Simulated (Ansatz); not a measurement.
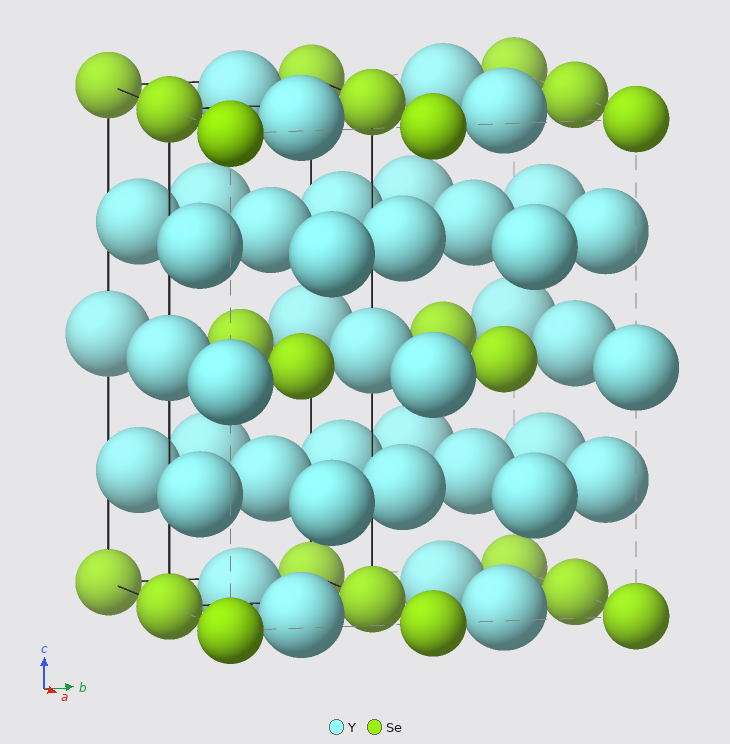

Crystal structure, spheres-only style, seen slightly off an axis. The structure is repeated 2×2×1 times; solid lines mark one conventional unit cell. Cell: a = 4.522 Å, b = 4.522 Å, c = 10.691 Å, α = 90.00°, β = 90.00°, γ = 90.00°.

- Chemical formula Y₃Se.
- The lattice is body-centred tetragonal and the space group I4/mmm (No. 139).
- Content of the cell: 6 Y, 2 Se (Z = 2).
- Around each Se lie twelve Y at about 3.2 to 3.5 Å.

It goes back to a textbook structure type filled with these elements (whether it is the usual form wasn't checked). The final geometry of a relaxation with Ansatz 0.2.0, DFT PBE, scalar-relativistic, plane waves, PAW is shown.
